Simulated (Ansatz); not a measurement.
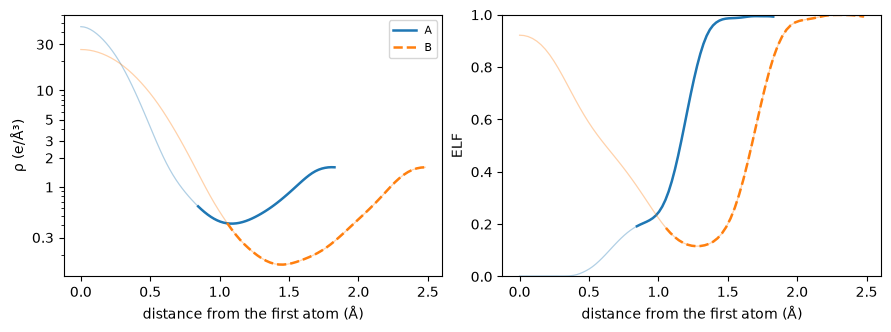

The picture shows: ZnCd2H6. Valence pseudo-density and ELF along straight lines between neighbouring atoms. Thin, pale parts lie inside the atomic spheres.

Space group Fm-3m; a structure generated by program, which may or may not match a known phase.

These are results of DFT PBE, scalar-relativistic, plane waves, PAW in Ansatz, not measurements.

Core electrons are frozen (PAW), and the valence fields are smoothed inside the atomic spheres.

**Which curve belongs to which contact (Cd–H and Zn–H)? The first atom named is at distance zero.**

Curve A: Zn–H (1.83 Å): ρ is about 0.52 e/Å³ halfway; the ELF climbs to about 1 towards the hydrogen. Curve B: Cd–H (2.48 Å): the density is about 0.21 e/Å³ at the midpoint; the ELF climbs to about 1 towards the hydrogen.
